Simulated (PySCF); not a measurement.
```xyz
20

C     3.1206    1.0228   -0.3806
C     1.8426    0.7178   -0.5196
P     1.0994   -0.4938    0.6052
O     2.0086   -1.0351    1.6207
C     0.2228   -1.6877   -0.4990
C    -1.0919   -1.0179   -0.7431
C    -1.4487   -0.0409    0.0820
C    -2.7204    0.7369    0.0086
C    -0.4754    0.2807    1.1807
H     3.6329    1.7273   -1.0165
H     3.6960    0.5539    0.4025
H     1.2121    1.1481   -1.2840
H     0.1068   -2.6323    0.0426
H     0.7729   -1.8943   -1.4190
H    -1.7109   -1.3495   -1.5628
H    -3.3491    0.3797   -0.8028
H    -3.2701    0.6476    0.9451
H    -2.5089    1.7945   -0.1499
H    -0.3840    1.3530    1.3650
H    -0.7601   -0.2002    2.1221
```

Geometry: GFN2-xTB.

Method: PySCF, PBE0/pcSseg-1, SCF density, gas phase, non-relativistic.

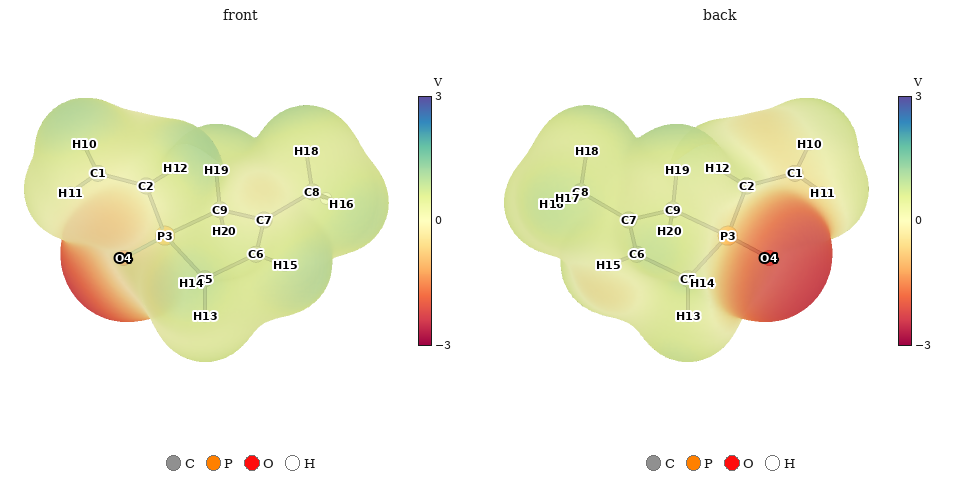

C7H11OP. The molecular electrostatic potential painted on the density surface at 0.002 e/bohr³, seen from the front and from behind; red is negative and blue positive.

**Where is the surface potential most negative and most positive?**

The most negative region (about −2.4 V, or −55 kcal/mol for a unit charge) lies over O4, the most positive (about +1.0 V, or +23 kcal/mol for a unit charge) over H10, H12 and H15. O4 is the likeliest acceptor of a hydrogen bond.
